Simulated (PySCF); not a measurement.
```xyz
18

C    -1.2139   -1.3103    0.9322
C    -0.6954    0.1029    0.6926
C    -1.4902    0.7717   -0.4244
Si    1.1792    0.0516    0.2560
P     1.3291   -1.2947   -1.5474
P     2.0747    2.0625   -0.2383
H    -2.2781   -1.2966    1.1624
H    -0.6894   -1.7834    1.7593
H    -1.0676   -1.9174    0.0385
H    -0.8305    0.6832    1.6107
H    -1.3545    0.2287   -1.3599
H    -2.5535    0.7811   -0.1884
H    -1.1666    1.8011   -0.5728
H     1.9306   -0.4252    1.4344
H     2.6628   -1.0169   -1.7874
H     1.6328   -2.4299   -0.8192
H     1.3853    2.2094   -1.4282
H     1.1362    2.7885    0.4683
```

Geometry: GFN2-xTB.

All numbers below come from PBE0/def2-SVPD, SCF density, gas phase (PySCF).

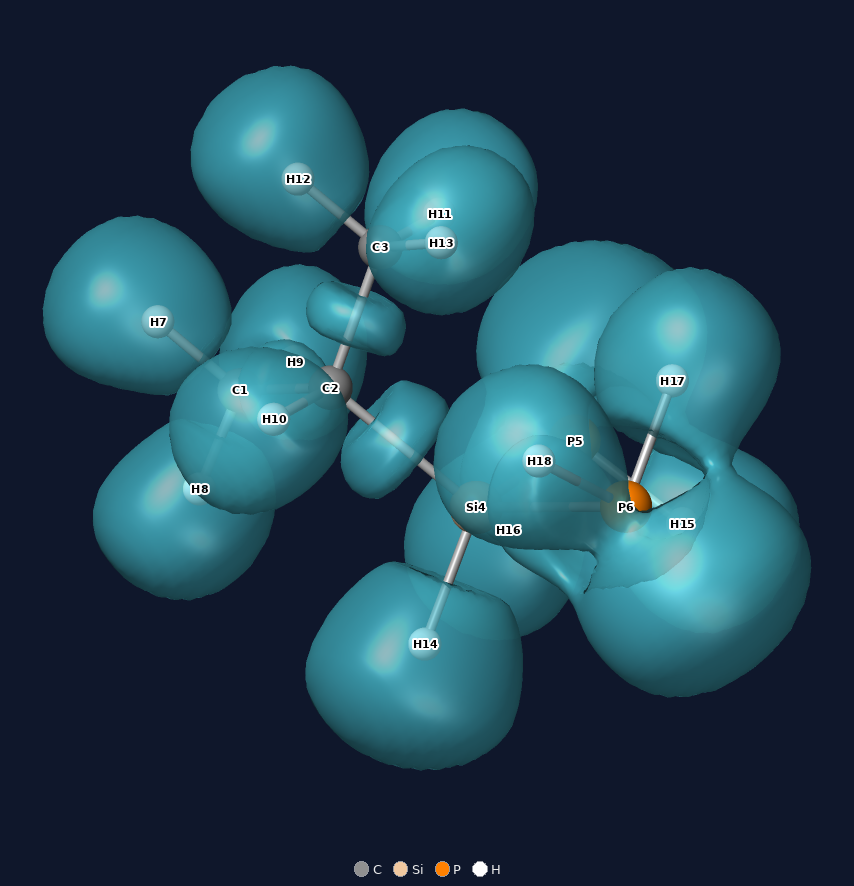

C3H12P2Si (SMILES CC(C)[SiH](P)P). Isosurface of the electron localisation function at 0.75 (cyan), seen at an oblique angle. Only the valence region is drawn (cores and ρ < 0.01 e/Å³ removed).

What do the ELF domains correspond to?

Answer. The surface consists of two regions between bonded C–C atoms (shared pairs), one region between bonded C–Si atoms (shared pairs), eight regions around hydrogen nuclei and two joined regions spread over several atoms (H, P), in which their bonds and any lone pairs are merged.

Values along the shortest contacts:
C–C (1.52 Å): the ELF peaks at about 0.95 between the atoms: localised, covalent bonding. C–Si (1.93 Å): the ELF peaks at about 0.95 between the atoms (a covalent bond).
